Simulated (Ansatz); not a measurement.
A ladder of methods for GeSiH3Cl3 (Si(GeH3)Cl3)

GeSiH3Cl3: 8 atoms, total charge 0, spin state singlet. SMILES: `Cl[Si](Cl)(Cl)[GeH3]`. The shape comes from GFN2-xTB, which is rough for such elements, and wasn't checked as a minimum.

Quantity: the dipole moment, in D. The values are calculated.

| level | kind | program | value (D) | CPU time |
| --- | --- | --- | --- | --- |
| HF/STO-3G | Hartree–Fock | Ansatz | 2.91 | 3.5 s |
| HF/3-21G | Hartree–Fock | Ansatz | 2.83 | 8.1 s |
| HF/def2-SVP | Hartree–Fock | Ansatz | 1.03 | 10 s |
| SVWN5/aug-cc-pVDZ | LDA | Ansatz | 1.11 | 44 s |
| B3LYP/6-31G* (spherical functions) | global hybrid | Ansatz | 1.31 | 22 s |
| B3LYP/6-31G* (Cartesian functions) | global hybrid | Ansatz | 1.29 | 24 s |
| PBE0/def2-SVP | global hybrid | Ansatz | 0.92 | 20 s |
| B3LYP/pcseg-2 | global hybrid | Ansatz | 1.10 | 81 s |
| wB97X/def2-TZVP | range-separated hybrid | Ansatz | 0.91 | 2.4 min |
| CCSD/cc-pVDZ | coupled cluster or CI | Ansatz | 0.94 | 2.4 min |

All-electron rows without a relativistic Hamiltonian named are non-relativistic. The values span 0.91 to 2.91 D. In the correlated wave-function rows the outer d shell of Ge is correlated, in sets not made for it. Magnitudes only. Sets without polarisation functions give poor dipoles. Without the sets that lack polarisation functions the rows with a basis span only 0.91 to 1.31 D. CPU times are rough (shared hosts, several kinds of processor and program).

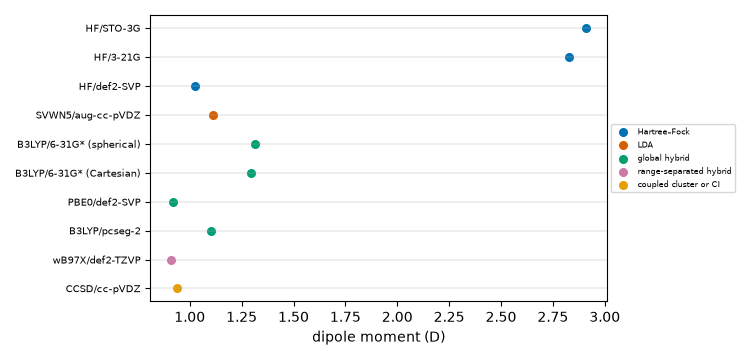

The values of the table, level by level.
